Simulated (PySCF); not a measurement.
```yaml
atoms:
  - { symbol: C, position_ang: [2.6713, -0.5629, 0.0490] }
  - { symbol: C, position_ang: [1.8171, 0.6354, 0.1054] }
  - { symbol: O, position_ang: [0.4613, 0.3994, -0.1944] }
  - { symbol: C, position_ang: [-0.2244, -0.3243, 0.8129] }
  - { symbol: Si, position_ang: [-1.9878, -0.6172, 0.1614] }
  - { symbol: N, position_ang: [-2.6240, 0.9600, -0.0878] }
  - { symbol: H, position_ang: [2.3622, -1.4147, -0.5232] }
  - { symbol: H, position_ang: [3.6515, -0.5425, 0.4810] }
  - { symbol: H, position_ang: [1.9080, 1.1247, 1.0945] }
  - { symbol: H, position_ang: [2.1403, 1.3816, -0.6444] }
  - { symbol: H, position_ang: [0.2905, -1.2702, 1.0180] }
  - { symbol: H, position_ang: [-0.2179, 0.2499, 1.7495] }
  - { symbol: H, position_ang: [-1.8986, -1.4887, -1.0197] }
  - { symbol: H, position_ang: [-2.8125, -1.2495, 1.1950] }
  - { symbol: H, position_ang: [-1.9994, 1.6579, -0.4620] }
  - { symbol: H, position_ang: [-3.5453, 1.0702, -0.4792] }
```

Geometry: GFN2-xTB.

These are results of PySCF, UKS B3LYP, pcH-1 on C H N O Si, non-relativistic, mean-field spin-orbit, GIAO, not measurements.

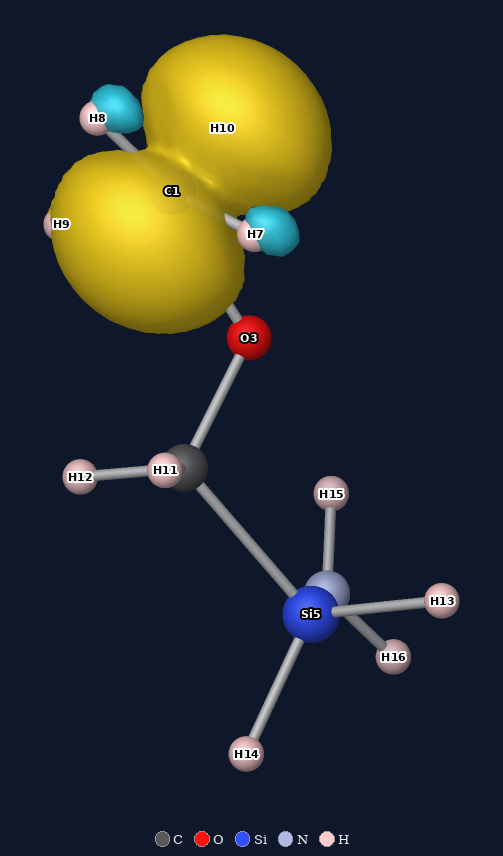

C$_{3}$H$_{10}$NOSi (SMILES [CH2]COC[SiH2]N) (doublet). Isosurfaces of the spin density (α minus β) at +0.03 (yellow) and −0.03 e/Å³ (cyan), seen at an oblique angle.

Q: Where is the unpaired spin?

A: The unpaired spin (1 electron) lies mostly on C1 (about 0.7), in electrons by Hirshfeld's partition.
